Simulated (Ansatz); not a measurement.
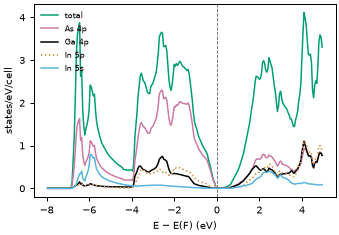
*Total and projected density of states of InGaAs₂ in space group R3m (No. 160; In on 3a, Ga on 3a, As on 3a, As on 3a), LDA (plane waves, PAW; program Ansatz)*

### Question
Which orbitals carry the states next to the Fermi level?

### Answer
Within 0.5 eV of the Fermi level: As 4p 81 %, In 5p 11 %. Projections are on Löwdin-orthogonalised atomic valence shells; empty p or d shells of many metals are not among them.

### Question
Where is the tallest occupied peak in this window, and what makes it?

### Answer
Near -6.4 eV, about 3.9 states/eV per cell; the largest projected share is As 4p.

The workflow started from a Materials Project entry (that database holds measured and hypothetical structures alike); the Crystallography Open Database copy checked does not list it. With In and Ga taken as one species the cell has the higher symmetry F-43m, so it may be an ordered model of a mixed-site phase. Its standing as an ambient phase is unchecked. Symmetry was held in the LDA relaxation; of distortions, only those at the zone centre were tested. Scalar-relativistic: spin–orbit coupling is off unless named, which matters more the heavier the elements.

Potentials: the later of the program's two PAW sets.
